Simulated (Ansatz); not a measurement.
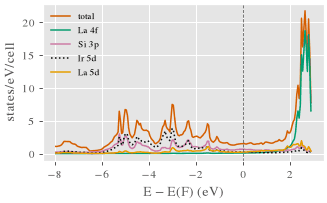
Figure: Total and projected density of states of LaSi3Ir in space group I4mm (No. 107; La on 2a, Si on 4b, Si on 2a, Ir on 2a), DFT-r²SCAN in the program Ansatz with PAW potentials

Which orbitals carry the states next to the Fermi level?

Within 0.5 eV of the Fermi level: Si 3p 42 %, Ir 5d 18 %, La 5d 16 %, Si 3s 8 %, La 4f 7 %, outside the projected shells 7 %. Projections are on Löwdin-orthogonalised atomic valence shells; empty p or d shells of many metals are not among them.

Where is the tallest occupied peak in this window, and what makes it?

Near -3.0 eV, about 7.5 states/eV per cell; the largest projected share is Ir 5d.

The first step of the workflow began from a Materials Project structure, measured or hypothetical; the Crystallography Open Database files this formula in space group No. 107, but the cells were not matched. Whether it is the stable phase at ambient conditions was not checked. The cell was relaxed with r²SCAN under the symmetry of its start; whether a distortion lowers the energy is not shown. No spin polarisation was allowed. Scalar-relativistic: spin–orbit coupling is off unless named, which matters more the heavier the elements.

Potentials: the later of the program's two PAW sets.
